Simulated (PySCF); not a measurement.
# Si4NH9O4: excited-state calculation

System: Si4NH9O4, SMILES N[SiH2]O[SiH]1O[SiH2]O[SiH2]O1.
Method: TDDFT CAM-B3LYP/def2-SVPD, vertical, gas phase, core orbitals frozen in the response (PySCF 2.14.0).

The geometry comes from this level: PBE0-D3(BJ)/def2-SVP.

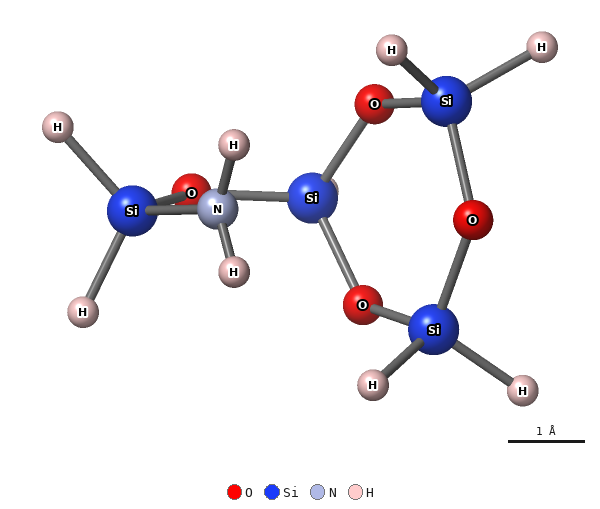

Fig. 1: The structure as given in the input (ball-and-stick view, seen on its broad side).

## Summary

- outcome: converged
- total energy: −1518.736728 hartree
- HOMO: −9.46 eV
- LUMO: 0.80 eV
- dipole moment: 1.89 D
- mean polarisability: 108.71 a.u.
- vertical ionisation energy: 10.26 eV
- lowest singlet excitation: 6.90 eV
- hardware: 1 CPU thread, shared host
- wall time: 10 min
- peak memory: 1.9 GiB

## Input file
```
{"job": {"kind": "uv", "xc": "CAM-B3LYP", "basis": "def2-SVPD", "nstates": 6, "ntriplets": 2, "ip": true}, "charge": 0, "multiplicity": 1}
O     -1.555726     0.854228    -0.543490
Si    -0.803199     2.017675     0.372258
O     -0.228361     1.295165     1.754303
Si    -0.215558    -0.297722     2.229277
O     -1.044314    -1.182946     1.094393
Si    -1.554155    -0.803129    -0.438891
O     -0.530304    -1.437108    -1.555879
Si     1.064490    -1.081756    -1.906218
N      1.769232    -0.126724    -0.653459
H     -1.794268     3.060199     0.740836
H      0.324784     2.618100    -0.390852
H     -0.906992    -0.423023     3.537389
H      1.188124    -0.781288     2.333571
H     -2.906153    -1.335410    -0.672108
H      1.765180    -2.387046    -2.035805
H      1.111207    -0.289318    -3.164414
H      2.273011    -0.536595     0.123938
H      2.024123     0.842376    -0.799107
```

The first line tells a small driver script what to run in PySCF; the rest is the geometry in Å.

Run as:
```bash
OMP_NUM_THREADS=1 python <driver script> task.json out
```

## Output
```
coarse grid: 17488 points
cycle   1  E = -1518.1706117979  dE =  1.185e+00  |g| = 1.357e+00  |ddm| = 9.113e+00
cycle   2  E = -1517.9483232131  dE =  2.223e-01  |g| = 1.761e+00  |ddm| = 6.936e+00
cycle   3  E = -1518.5150849958  dE = -5.668e-01  |g| = 8.124e-02  |ddm| = 2.991e+00
cycle   4  E = -1518.5160640777  dE = -9.791e-04  |g| = 5.399e-02  |ddm| = 3.204e-01
cycle   5  E = -1518.5166172062  dE = -5.531e-04  |g| = 1.339e-02  |ddm| = 1.161e-01
cycle   6  E = -1518.5166526856  dE = -3.548e-05  |g| = 2.888e-03  |ddm| = 5.176e-02
cycle   7  E = -1518.5166542013  dE = -1.516e-06  |g| = 1.243e-03  |ddm| = 7.422e-03
final grid: 151880 points
cycle   8  E = -1518.7367243557  dE = -1.877e-05  |g| = 4.131e-03  |ddm| = 1.093e-01
cycle   9  E = -1518.7367227753  dE =  1.580e-06  |g| = 5.078e-03  |ddm| = 1.506e-02
cycle  10  E = -1518.7367279186  dE = -5.143e-06  |g| = 1.988e-04  |ddm| = 6.586e-03
cycle  11  E = -1518.7367279229  dE = -4.283e-09  |g| = 1.908e-04  |ddm| = 8.423e-04
cycle  12  E = -1518.7367279298  dE = -6.918e-09  |g| = 2.232e-05  |ddm| = 3.892e-04
cycle  13  E = -1518.7367279299  dE = -1.337e-10  |g| = 1.034e-05  |ddm| = 8.142e-05
```

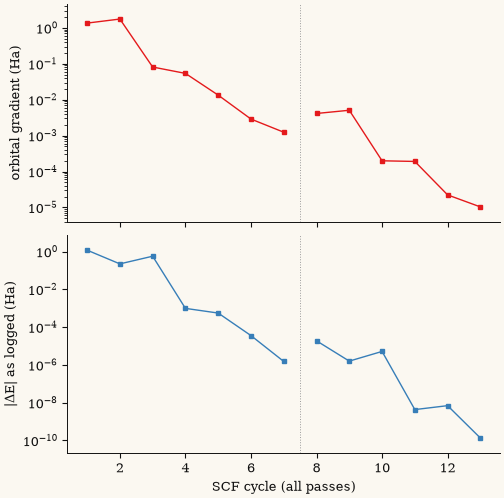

Fig. 2: Convergence of the self-consistent field: orbital gradient and size of the energy change against the SCF cycle. The dotted line marks the change from a coarse to the final integration grid. The first 7 cycles use a coarse grid, the final grid takes over at cycle 8, and the field converges after 13 cycles in all.

```
converged SCF energy = -1518.7367279299

Static polarisability (au): isotropic 108.711, principal 104.054 105.787 116.291

Singlet excitations
state   eV       nm        f      main configurations
  1   6.9018    179.6   0.05679   H->L 0.86
  2   7.6806    161.4   0.00282   H-1->L+1 0.76
  3   7.8863    157.2   0.04410   H->L+1 0.59, H->L+6 0.15
  4   7.9686    155.6   0.00325   H-1->L+2 0.38, H-2->L+1 0.23, H-3->L+1 0.14
  5   8.0072    154.8   0.04958   H-1->L 0.57
  6   8.1349    152.4   0.00077   H->L+8 0.37, H->L+3 0.20, H->L+12 0.12

Triplet excitations (Tamm-Dancoff, eV): 6.4911 7.2785
Vertical ionisation energy (delta-SCF) = 10.2564 eV
```

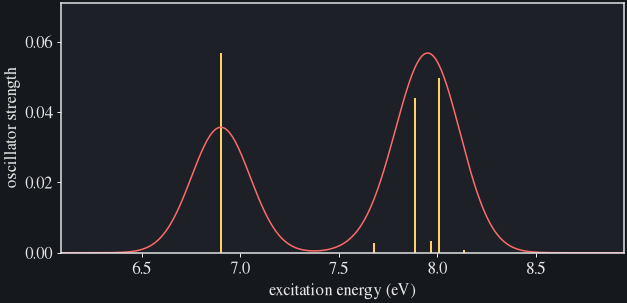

Fig. 3: Computed excitations as sticks (degenerate states added up, dark ones marked on the axis), with a Gaussian envelope of 0.35 eV full width at half maximum, scaled to the tallest. Of the 6 states the lowest lies at 6.90 eV (f = 0.057); the strongest line is at 6.90 eV, or 180 nm (f = 0.057).

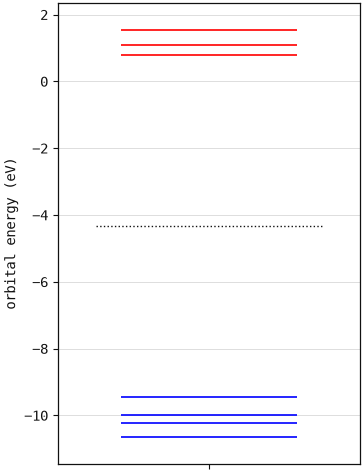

Fig. 4: Orbital energies near the frontier; the dotted line parts filled from empty levels, and levels within 0.02 eV of each other stand side by side. Highest filled −9.46 eV, lowest empty 0.80 eV, 10.26 eV apart.
